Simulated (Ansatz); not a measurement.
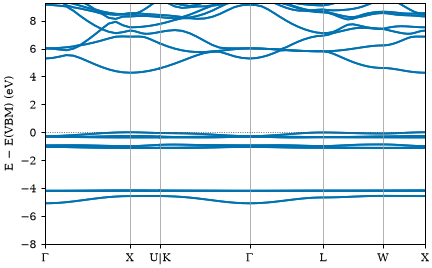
Fig. 1. Band structure from plane-wave PAW r²SCAN with spin–orbit coupling (Ansatz code)

**Question.** Read off the gap and where the band edges lie.

**Answer.** About 4.3 eV (4.27 eV by a search for the band edges); maximum at X, minimum at X.

The material is Rb2H6Pt in space group Fm-3m (No. 225; Rb on 8c, H on 24e, Pt on 4a).

The workflow started from a Materials Project entry (that database holds measured and hypothetical structures alike); the Crystallography Open Database copy checked does not list it. Its standing as an ambient phase is unchecked. The cell was relaxed with r²SCAN under the symmetry of its start; its stability against distortions is not shown here. The run is not spin-polarised.

Potentials: the later of the program's two PAW sets.
